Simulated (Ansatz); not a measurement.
Hf2Sb4Pb

The calculation's input:

```
crystal:
  lattice:
    - [-3.43794531, 3.43794531, 4.2283916]
    - [3.43794531, -3.43794531, 4.2283916]
    - [3.43794531, 3.43794531, -4.2283916]
  atoms:
    - { symbol: Hf, position: [0.75, 0.25, 0.5] }
    - { symbol: Hf, position: [0.25, 0.75, 0.5] }
    - { symbol: Sb, position: [0.22018335, 0.22018335, 0.44036671] }
    - { symbol: Sb, position: [0.77981664, 0.77981664, 0.55963329] }
    - { symbol: Sb, position: [0.22018336, 0.77981664, 0.0] }
    - { symbol: Sb, position: [0.77981664, 0.22018336, 0.0] }
    - { symbol: Pb, position: [0.0, 0.0, 0.0] }
kpoints:
  mp_grid: { grid: [4, 4, 4] }
hamiltonian:
  xc: pbesol
scf:
  occupations: { method: fermi_dirac, width: 0.03 }
relax:
  f_tol: 0.01
  cell: {}
  max_steps: 120
output:
  write_density: true
  write_potential: true
  elf: true
  volumetric_format: npy
```

Launched as:

```sh
ansatz run input.yaml --threads 4 --pin off --max-ram 4608MiB --backend cpu --events-out ev --progress --plain --runs-dir out
```

Below, planes, directions and counts refer to the conventional cell (a = 7.66 Å, b = 7.66 Å, c = 6.00 Å, α = 90.00°, β = 90.00°, γ = 90.00°).

The fields are those of the run's last geometry, not of the input's.

Space group I4/mmm; a structure from a database of computed crystals, not necessarily the ambient phase; started from the Na2H4Pd-139 prototype, which need not be the ambient phase.

These are results of Ansatz, DFT, PBEsol, plane waves, PAW, not measurements.

Predict the valence pseudo-density and electron localisation function between the atoms.

Answer. Sb–Pb (3.10 Å): ρ at the midpoint is about 0.22 e/Å³; the ELF is about 0.35 at the midpoint.

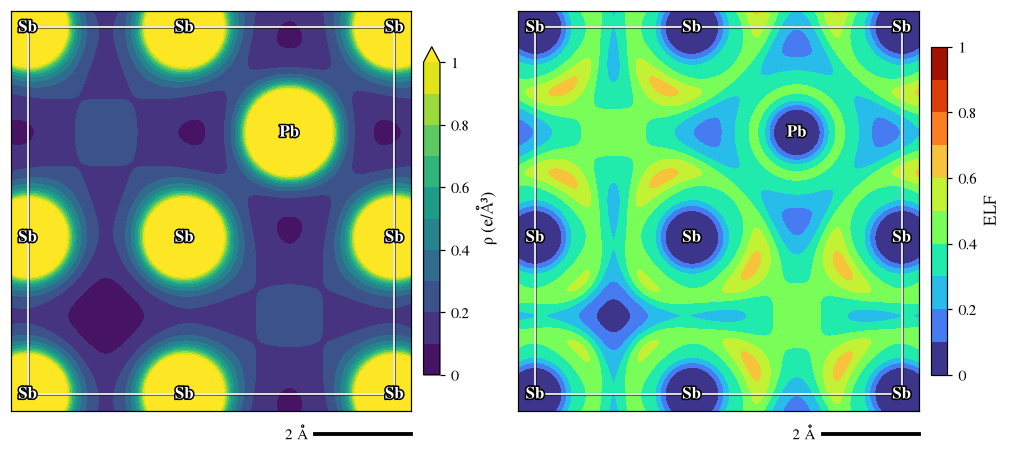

Computed valence pseudo-density and electron localisation function on the (001) plane of the conventional cell, in this order. 

The density is the valence pseudo-density of a PAW calculation; it isn't the true density close to the nuclei.
